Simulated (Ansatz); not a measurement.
## Ligand exchange: B(CH3)2F + C4H8O → B(CH3)2(OH) + C4H7F

Species: B(CH3)2F, singlet; C4H8O `OC1CCC1`, singlet; B(CH3)2(OH), singlet; C4H7F `FC1CCC1`, singlet. The partners trade F for OH: B–F and C–OH bonds give way to B–OH and C–F.

Shapes, held fixed at every level: PBE0-D4/def2-TZVP. Flexible molecules stand in one conformer, not always the lowest. Programs: Ansatz 0.2.0. The zero-point and thermal change to 298 K, harmonic and unscaled (PBE0-D4/def2-TZVP), is +1.4 kJ/mol.

```tsv
level	kind	ΔH(298 K) (kJ/mol)	less CCSD(T)/CBS estimate
SPW92/def2-TZVPP	LDA	+2.0	-3.9
PBE-D4/def2-TZVPP	GGA	+2.5	-3.4
r2SCAN-D4/def2-TZVPP	meta-GGA	+3.7	-2.2
r2SCAN0-D4/def2-TZVPP	global hybrid	+5.1	-0.8
B2PLYP/def2-TZVPP	double hybrid	+4.9	-1.0
MP2/def2-SVP	perturbation theory	+6.5	+0.6
CCSD(T)/CBS estimate	coupled cluster or CI	+5.9	0.0
```

The highest level, CCSD(T)/CBS estimate, gives ΔH(298 K) = +5.9 kJ/mol; the levels span +2.0 to +6.5. The column of differences is taken from that level and isn't an error. No measured value is set beside it here. The CBS estimate extrapolates MP2 from def2-TZVPP and def2-QZVPP and adds CCSD(T) − MP2 in the triple-zeta set, cores frozen.

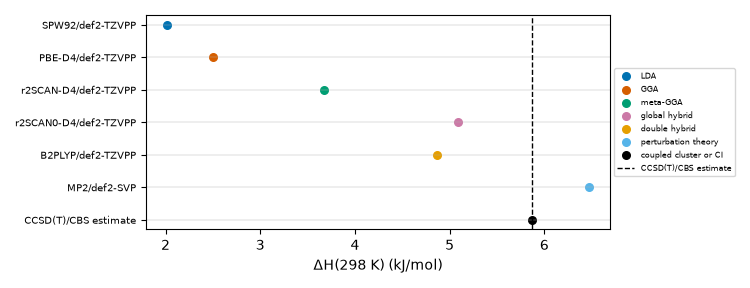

The values of the table, level by level.
